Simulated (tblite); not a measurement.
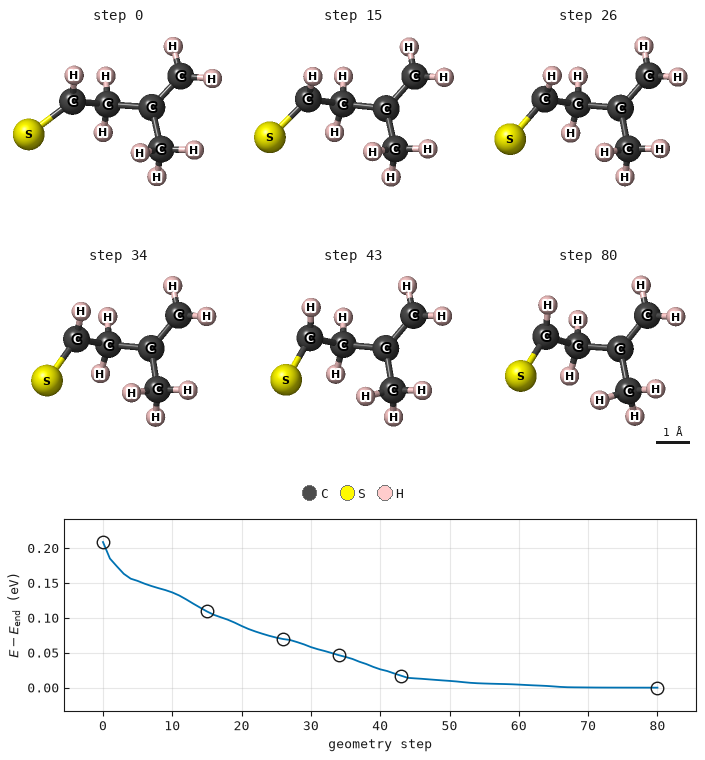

Frames of a relaxation of C5H8S (charge −1, multiplicity 2), marked on the history of the run. Style: ball-and-stick. Shown at a tilt.

Level of theory: GFN2-xTB geometry optimisation, gas phase in tblite. 

Q: Describe the path.

A: The energy falls by 0.209 eV in 80 geometry steps. The largest move after the best rigid fit is that of the S atom, 1.05 Å. Largest moves by element: S 1.05 Å, H 0.59 Å, C 0.20 Å. Some distances before and after: C–C 1.522 → 1.499 Å, C–S 1.706 → 1.689 Å, C–H 1.109 → 1.094 Å, C–C 1.327 → 1.340 Å. Among the angles between lasting bonds that change: C–C–C 112.2° → 105.2°, H–C–H 105.4° → 109.3°, C–C–H 108.1° → 111.0°. From step 0 to 15: the S atom moves most (0.25 Å), energy −0.100 eV. From step 15 to 26: the S atom moves most (0.27 Å), energy −0.040 eV. From step 26 to 34: the S atom moves most (0.29 Å), energy −0.023 eV. From step 34 to 43: an H atom moves most (0.24 Å), energy −0.029 eV. From step 43 to 80: an H atom moves most (0.20 Å), energy −0.017 eV.

```csv
step,"E − E(0), eV"
0,0.0000
1,-0.0236
2,-0.0348
3,-0.0455
4,-0.0525
5,-0.0557
6,-0.0597
7,-0.0631
8,-0.0661
9,-0.0689
10,-0.0722
14,-0.0939
17,-0.1079
21,-0.1247
25,-0.1370
28,-0.1434
32,-0.1563
36,-0.1677
39,-0.1791
43,-0.1916
47,-0.1969
51,-0.1999
54,-0.2024
58,-0.2036
62,-0.2054
65,-0.2070
69,-0.2084
73,-0.2087
76,-0.2088
80,-0.2088
```
